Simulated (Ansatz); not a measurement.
**HF/3-21G run of C2H6Te (dimethyl telluride)**

What is the vertical singlet–triplet gap of C2H6Te (dimethyl telluride) at HF/3-21G? 

The calculation is run with Ansatz 0.2.0.

48 further runs of the same task are left out: 48 set aside as unsound or not needed.

## (1) The structure to begin with

C2H6Te has 9 atoms, charge 0, and is taken as a singlet. SMILES: `C[Te]C`. Geometry: relaxed at PBE0-D4/def2-TZVP.

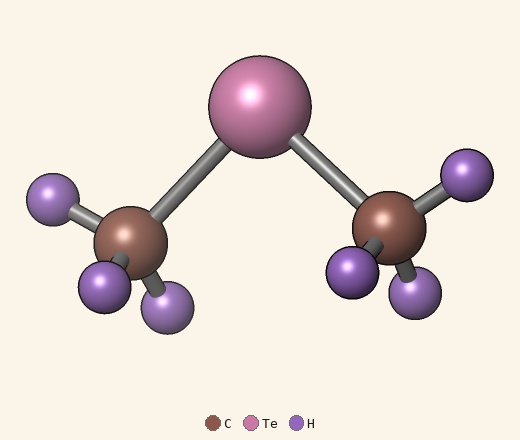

Viewed from a chosen angle; carbon brown, tellurium pink, hydrogen purple.

## (2) The energy at HF/3-21G

File in.yaml:

```yaml
basis:
  gaussian: {orbitals: 3-21G-spherical.json}
crystal:
  periodic: [false, false, false]
  atoms:
    - {symbol: C, position_ang: [-0.777200, 1.019100, -0.891200]}
    - {symbol: Te, position_ang: [1.243600, 0.371500, -0.646000]}
    - {symbol: C, position_ang: [0.782100, -1.033900, 0.895200]}
    - {symbol: H, position_ang: [-1.399600, 0.180000, -1.196200]}
    - {symbol: H, position_ang: [-0.781500, 1.778500, -1.672300]}
    - {symbol: H, position_ang: [-1.141900, 1.451600, 0.038500]}
    - {symbol: H, position_ang: [0.094100, -1.786500, 0.514800]}
    - {symbol: H, position_ang: [1.716500, -1.510400, 1.189400]}
    - {symbol: H, position_ang: [0.352600, -0.516200, 1.750700]}
hamiltonian: {xc: hf}
accuracy: high
output: {orbitals: {seedname: orbitals}}
```

The basis set 3-21G is read from a file made from the Basis Set Exchange's data (not shown).

The run is started by

```
$ ansatz run in.yaml --threads 1 --pin off --max-ram 3480MiB --events-out events.jsonl --progress --plain --runs-dir runs
```

Log:

```text
Warning: RAYON_NUM_THREADS=1 ignored (pool sized by the plan → 1); use --threads N
Functional definition: HF
  name "HF"
  exchange = exact_x
  correlation = 0
1344 factors; integrals over basis functions are off by at most 1.8e-8 eV
mean field evaluation 1: about -181267.4274 eV, gradient 1.6e1 eV
mean field evaluation 2: about -181267.6800 eV, gradient 1.7e1 eV
mean field evaluation 4: about -181268.4144 eV, gradient 1.6e0 eV
mean field evaluation 8: about -181268.4215 eV, gradient 1.6e-4 eV
mean field -181268.42145058 eV, -6661.4916201597 hartree, gradient 9.1e-8 eV, S^2 0.000000; 0 other end points of the search recorded, 0 dependent functions left out
reference -181268.42145058 eV, -6661.4916201597 hartree; 35, 35 occupied and 26, 26 virtual orbitals, 1344 factors
Total energy: -181268.42145058 eV, -6661.4916201597 hartree
```

Wall time 1.6 s (1 thread of Arm Neoverse V2, shared host); peak memory 0.16 GiB.

## (3) The triplet at the same level

File input.yaml:

```yaml
crystal:
  periodic: [false, false, false]
  atoms:
    - symbol: C
      position_ang: [-0.777200, 1.019100, -0.891200]
    - symbol: Te
      position_ang: [1.243600, 0.371500, -0.646000]
    - symbol: C
      position_ang: [0.782100, -1.033900, 0.895200]
    - symbol: H
      position_ang: [-1.399600, 0.180000, -1.196200]
    - symbol: H
      position_ang: [-0.781500, 1.778500, -1.672300]
    - symbol: H
      position_ang: [-1.141900, 1.451600, 0.038500]
    - symbol: H
      position_ang: [0.094100, -1.786500, 0.514800]
    - symbol: H
      position_ang: [1.716500, -1.510400, 1.189400]
    - symbol: H
      position_ang: [0.352600, -0.516200, 1.750700]
basis:
  gaussian: {orbitals: 3-21G-spherical.json}
output: {orbitals: {seedname: orbitals}}
accuracy: high
hamiltonian: {xc: hf}
magnetization: {spin_polarized: true, initial_magnetization: 2}
```

The basis set 3-21G is read from a file made from the Basis Set Exchange's data (not shown).

The run is started by

```
$ ansatz run input.yaml --threads 1 --pin off --max-ram 3480MiB --events-out events.jsonl --progress --plain --runs-dir runs
```

Log:

```text
Warning: RAYON_NUM_THREADS=1 ignored (pool sized by the plan → 1); use --threads N
Functional definition: HF
  name "HF"
  exchange = exact_x
  correlation = 0
1344 factors; integrals over basis functions are off by at most 1.8e-8 eV
mean field evaluation 1: about -181263.2635 eV, gradient 1.4e1 eV
mean field evaluation 2: about -181263.5968 eV, gradient 1.4e1 eV
mean field evaluation 4: about -181264.8355 eV, gradient 1.5e0 eV
mean field evaluation 8: about -181264.8589 eV, gradient 2.5e-3 eV
mean field evaluation 16: about -181264.8589 eV, gradient 1.8e-8 eV
mean field evaluation 32: about -181263.3034 eV, gradient 7.4e0 eV
mean field -181264.85888691 eV, -6661.3606983597 hartree, gradient 1.9e-8 eV, S^2 2.016594; 0 other end points of the search recorded, 0 dependent functions left out
reference -181264.85888691 eV, -6661.3606983597 hartree; 36, 34 occupied and 25, 27 virtual orbitals, 1344 factors
Total energy: -181264.85888691 eV, -6661.3606983597 hartree
```

Wall time 3.9 s (1 thread of Arm Neoverse V2, shared host); peak memory 0.22 GiB.

## (4) Summary of results

Level: HF/3-21G.

| quantity | value |
| --- | --- |
| singlet: total energy | -6661.49162 Eh |
| singlet: HOMO energy | -7.80 eV |
| singlet: LUMO energy | 3.33 eV |
| singlet: HOMO–LUMO gap | 11.13 eV |
| triplet: total energy | -6661.36070 Eh |
| triplet: HOMO energy (highest over α and β) | -4.03 eV |
| triplet: LUMO energy (lowest over α and β) | -0.06 eV |
| triplet: ⟨S²⟩ | 2.017 |
| vertical energy of the triplet above the singlet | 3.563 eV |

In words: At this shape the triplet lies 3.56 eV (344 kJ/mol) above the singlet. Relativity is left out (singlet) although the molecule holds a heavy atom. Relativity is left out (triplet) although the molecule holds a heavy atom.
